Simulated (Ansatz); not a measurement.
C$_{2}$H$_{8}$FGaSi (SMILES C[SiH]([GaH2])CF)

```xyz
13

C    -1.9217    0.0623    0.4332
Si   -0.0651    0.0023    0.7050
Ga    1.2244   -1.7250   -0.3752
C     0.8310    1.3010   -0.3875
F     1.6086    0.5456   -1.3211
H    -2.3377    1.0277    0.7319
H    -2.4206   -0.7121    1.0209
H    -2.1639   -0.1089   -0.6182
H     0.2277    0.3125    2.1351
H     2.6720   -2.0826    0.1229
H     0.6360   -2.4920   -1.6174
H     1.5365    1.9331    0.1553
H     0.1729    1.9361   -0.9848
```

Geometry: PBE0-D4/def2-TZVP.

Level of theory: Ansatz 0.2.0, RKS PBE0-D4/def2-TZVPP.

**What will maps of the electron density and electron localisation function show?**

C–F (1.43 Å): ρ is about 1.8 e/Å³ halfway, with its minimum of 1.4 e/Å³ about 0.5 Å from C; the ELF peaks at about 0.85 between the atoms: a shared but strongly polarised pair.
Ga–Si (2.41 Å): ρ at the midpoint is about 0.54 e/Å³; the ELF peaks at about 0.95 between the atoms, as expected for a shared electron pair.
C–Si (1.92 Å): ρ at the midpoint is about 0.92 e/Å³; the ELF peaks at about 1 between the atoms; a shared electron pair.

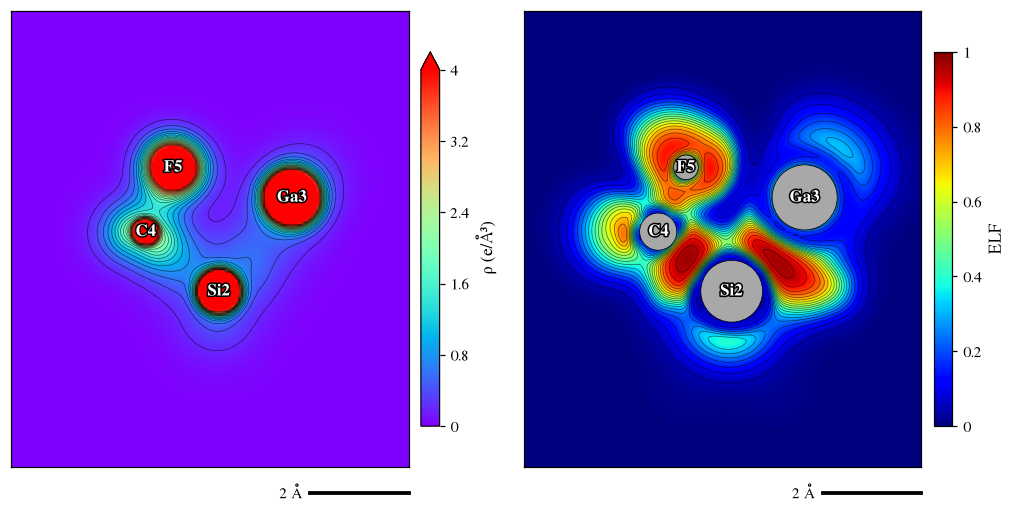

Computed electron density and electron localisation function on the plane of atoms Ga3, Si2 and C4, in this order. Grey discs cover the atomic cores in the ELF map. 
